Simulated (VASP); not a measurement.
Band structure of NiSb (NiAs type). Method: PBE GGA with D4 dispersion, VASP's PBE PAW potentials (set 64) (plane waves; VASP 6.6.1).

Unless said otherwise, spin-orbit coupling is left out, though it shifts the bands of the heavy elements here.

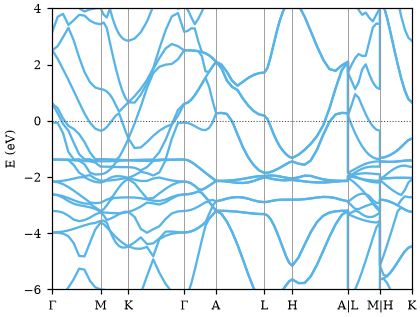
Figure: Bands along high-symmetry lines, zero at the valence-band maximum or, without a gap, the Fermi level

Read the plot: is there a gap, and where are the band edges?

It has no gap at this level: it comes out as a metal or semimetal. (Edges off the drawn lines would not show.)

The compound is NiSb in the NiAs type structure. It was relaxed first. The run is not spin-polarised, so no magnetic state was tried.
